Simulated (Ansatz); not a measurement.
**Ligand exchange: C3H5N + Ti(CH3)3F → C2H2FN + Ti(CH3)4**

Species: C3H5N (propanenitrile) `CCC#N`, singlet; Ti(CH3)3F, singlet; C2H2FN (fluoroacetonitrile) `N#CCF`, singlet; Ti(CH3)4, singlet. The partners trade CH3 for F: C–CH3 and Ti–F bonds give way to C–F and Ti–CH3.

Shapes, held fixed at every level: PBE0-D4/def2-TZVP. Programs: Ansatz 0.2.0. Electronic energies: no zero-point or thermal term.

```tsv
level	kind	ΔE (kJ/mol)	less CCSD(T)/def2-TZVPP
SPW92/def2-TZVPP	LDA	+306.1	+1.8
PBE-D4/def2-TZVPP	GGA	+300.2	-4.1
r2SCAN-D4/def2-TZVPP	meta-GGA	+306.1	+1.8
r2SCAN0-D4/def2-TZVPP	global hybrid	+306.9	+2.6
B2PLYP/def2-TZVPP	double hybrid	+306.7	+2.4
CCSD(T)/def2-SVP	coupled cluster or CI	+315.7	+11.4
CCSD(T)/def2-TZVPP	coupled cluster or CI	+304.3	0.0
```

The highest level, CCSD(T)/def2-TZVPP, gives ΔE = +304.3 kJ/mol; the levels span +300.2 to +315.7. The column of differences is taken from that level and isn't an error. No measured value is set beside it here. Outer-core shells of Ti are correlated in most correlated rows, in sets that cover them unevenly.

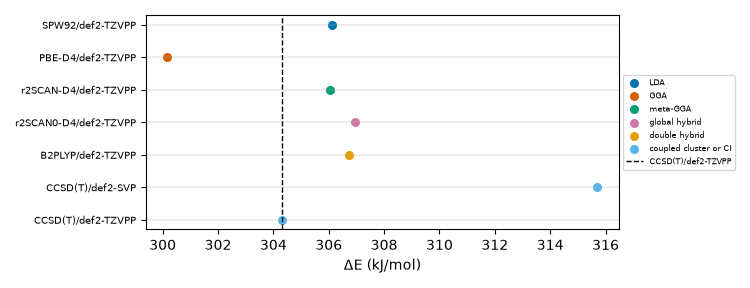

The values of the table, level by level.
